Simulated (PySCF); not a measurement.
# C4H11NOSi2: the cost of one run

Programs: PySCF 2.14.0, with routines of our own; each step states its level. All values are computed. Atoms count from 0.

## 1. The system as given

19 atoms, charge 0, multiplicity 1; geometry from: GFN2-xTB.

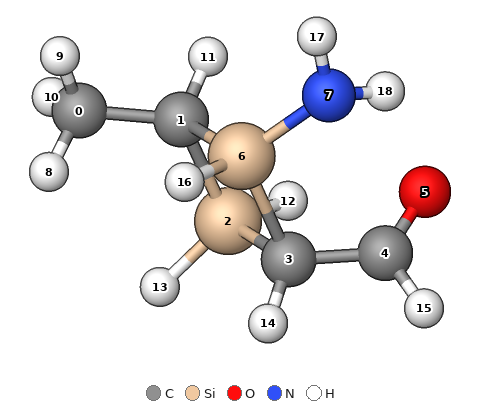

The starting geometry (carbon grey, silicon light orange, oxygen red, nitrogen blue, hydrogen white).

## 2. Relaxing the molecule at PBE0-D3(BJ)/def2-SVP

What the job is given:

```
{"job": {"xc": "PBE0", "basis": "def2-SVP", "d3": "d3bj", "grid": 1, "kind": "geom"}, "charge": 0, "multiplicity": 1}
C      2.564967     0.188811     0.294281
C      1.112618    -0.203640     0.550939
Si     0.344045    -1.510881    -0.636265
C     -1.019707    -0.235533    -1.124846
C     -2.337109    -0.621633    -0.664654
O     -2.569823    -1.118937     0.419488
Si    -0.246036     1.082979     0.085907
N     -1.433500     1.587961     1.217179
H      2.705064     0.499186    -0.738486
H      2.860739     1.016665     0.937413
H      3.233882    -0.647894     0.488496
H      1.032624    -0.517768     1.594546
H     -0.170080    -2.721239    -0.008093
H      1.181944    -1.823752    -1.797640
H     -1.037857     0.078698    -2.164960
H     -3.177544    -0.417128    -1.361144
H      0.207765     2.283856    -0.612699
H     -1.180104     2.204004     1.971515
H     -2.081693     0.885494     1.541560
```

Launch:

```sh
OMP_NUM_THREADS=1 python excited_run.py task.json out
```

This one command runs all jobs of the session in turn.

Q: Estimate the wall time and peak memory of this first job on 1 thread of Arm Neoverse V1, shared host.

About 4 min, with a peak of 0.89 GiB.
